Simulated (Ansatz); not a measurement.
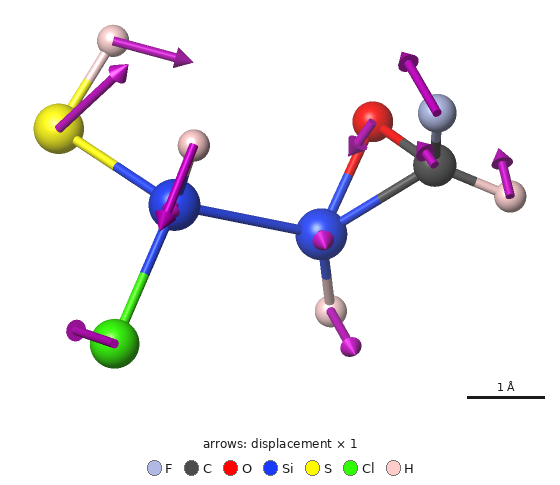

A relaxation of CH4ClFOSSi2. The starting structure is drawn; purple arrows show the displacements, at their true length. The two geometries are superimposed by the best rigid fit.

The picture is a ball-and-stick view, seen face on.

The run prepares an end point of a later path (torsion) calculation, from a guessed geometry.

The calculation used RKS PBE0/def2-SVP (Ansatz 0.2.0). Settings: no spin polarisation; force threshold 0.015 eV/Å; at most 40 steps.

What happened in the run?

After 29 accepted moves (31 points after the start) the energy has fallen by 61.3 kJ/mol. The largest force component goes from 2.1 to 0.012 eV/Å. The line search rejected the trial steps at points 23, 26 of the run. The S atom moves most after the best rigid fit: 1.53 Å. Largest moves by element: S 1.53 Å, Cl 1.42 Å, H 1.32 Å, F 1.29 Å, O 0.62 Å, C 0.49 Å. Among the contacts that change: Si–Si 2.247 → 2.334 Å, C–F 1.429 → 1.350 Å, H–Si 1.560 → 1.488 Å, C–O 1.453 → 1.394 Å. Among the angles between lasting bonds that change: O–Si–H 105.4° → 114.1°, Si–Si–S 114.1° → 105.7°, O–C–H 122.1° → 114.6°. Groups turn about S–Si by about 85°, Si–Si by about 80°.
